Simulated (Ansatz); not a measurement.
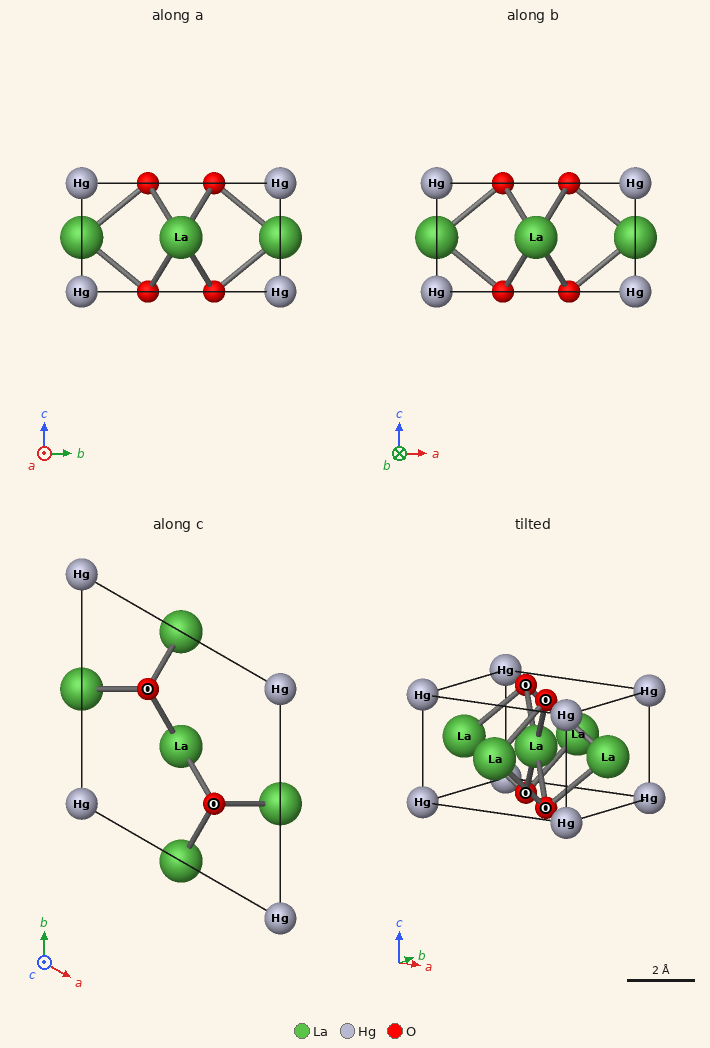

The image is a ball-and-stick drawing of a crystal, viewed along the a axis, along the b axis, along the c axis and slightly off an axis. The frame is the conventional unit cell; atoms at its boundary are shown with their periodic copies.

Lattice parameters: a = 6.8508 Å, b = 6.8508 Å, c = 3.2378 Å, α = 90.000°, β = 90.000°, γ = 120.000°.

> Record the structure as a CIF in P1 with every atom of the cell.

```cif
data_structure
_symmetry_space_group_name_H-M 'P 1'
_symmetry_Int_Tables_number 1
_cell_length_a 6.8508
_cell_length_b 6.8508
_cell_length_c 3.2378
_cell_angle_alpha 90.000
_cell_angle_beta 90.000
_cell_angle_gamma 120.000
_cell_volume 131.60
loop_
_atom_site_label
_atom_site_type_symbol
_atom_site_fract_x
_atom_site_fract_y
_atom_site_fract_z
_atom_site_occupancy
La1 La 0.5000 0.0000 0.5000 1
La2 La 0.0000 0.5000 0.5000 1
La3 La 0.5000 0.5000 0.5000 1
Hg1 Hg 0.0000 0.0000 0.0000 1
O1 O 0.6667 0.3333 0.0000 1
O2 O 0.3333 0.6667 0.0000 1
```

Origin of the cell: a structure type filled with these elements by a generator (whether the compound takes this form wasn't checked). Earlier steps of the study may have refined or changed the cell and positions. A calculation with Ansatz used it as input.
